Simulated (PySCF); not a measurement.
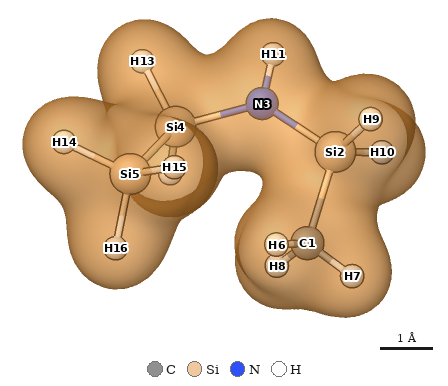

*CH₁₁NSi₃ (SMILES C[SiH2]N[SiH2][SiH3]). Isosurface of the electron density at 0.1 e/Å³ (orange), seen at a tilt.*

Geometry: GFN2-xTB.

Level of theory: CAM-B3LYP/def2-SVPD, SCF density, gas phase (PySCF 2.14.0).

```xyz
16

C    -1.6919    0.7605   -0.6550
Si   -1.6199   -0.0647    1.0445
N    -0.1090   -0.9008    1.1839
Si    1.1515   -1.2329    0.0294
Si    2.0938    0.7139   -0.7694
H    -0.9323    1.5295   -0.7581
H    -2.6579    1.2300   -0.8134
H    -1.5415    0.0385   -1.4520
H    -1.6872    0.9348    2.1205
H    -2.7292   -1.0203    1.1933
H    -0.0055   -1.3815    2.0621
H     0.6001   -2.0877   -1.0392
H     2.0914   -2.0783    0.7828
H     3.5602    0.6775   -0.7060
H     1.6995    1.9330   -0.0533
H     1.7705    0.9575   -2.1814
```

Question: Which contacts does the surface bridge?

Answer: At this value the surface is in one piece. It bridges the sampled Si–N (1.73 Å), C–Si (1.89 Å), Si–Si (2.31 Å) and N–H (1.01 Å) contacts, where the density stays above the isovalue. On the grid the lowest density along these lines, outside the cores, is 0.89 e/Å³ (Si–N, 1.73 Å), 0.79 e/Å³ (C–Si, 1.89 Å), 0.67 e/Å³ (Si–Si, 2.31 Å) and 2.2 e/Å³ (N–H, 1.01 Å).
